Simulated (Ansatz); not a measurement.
## CH2F2 (difluoromethane): methods side by side

CH2F2: 5 atoms, total charge 0, spin state singlet. As SMILES, `FCF`. Geometry: relaxed at PBE0-D4/def2-TZVP. The run starts from this shape.

```xyz
5

F    -1.0733    0.1912    0.6983
C     0.0101   -0.0169   -0.0823
F     1.0905   -0.1792    0.7132
H    -0.1427   -0.9329   -0.6595
H     0.1653    0.8642   -0.7111
```

Quantity: the adiabatic ionisation energy (to the doublet cation, no zero-point term), in eV. The values are calculated.

| level | kind | program | value (eV) | CPU time (all runs) |
| --- | --- | --- | --- | --- |
| HF/STO-3G | Hartree–Fock | Ansatz | 8.83 | 2.9 s |
| HF/3-21G | Hartree–Fock | Ansatz | 11.47 | 4.7 s |
| HF/6-31G* (Cartesian functions) | Hartree–Fock | Ansatz | 11.72 | 10 s |
| PBE/def2-SVP | GGA | Ansatz | 11.77 | 15 s |
| B3LYP/6-31G* (Cartesian functions) | global hybrid | Ansatz | 12.25 | 14 s |
| MP2/6-31G* (Cartesian functions) | perturbation theory | Ansatz | 12.40 | 11 s |

The values span 8.83 to 12.40 eV. Without the sets that lack polarisation functions the rows with a basis span only 11.72 to 12.40 eV. Times are those of the runs behind each value, whatever else they computed, on shared processors of several kinds: orders of magnitude only.

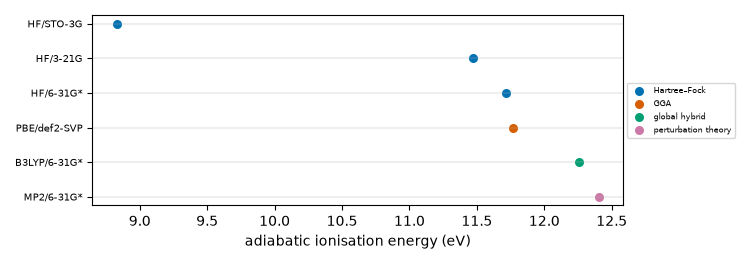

The values of the table, level by level.
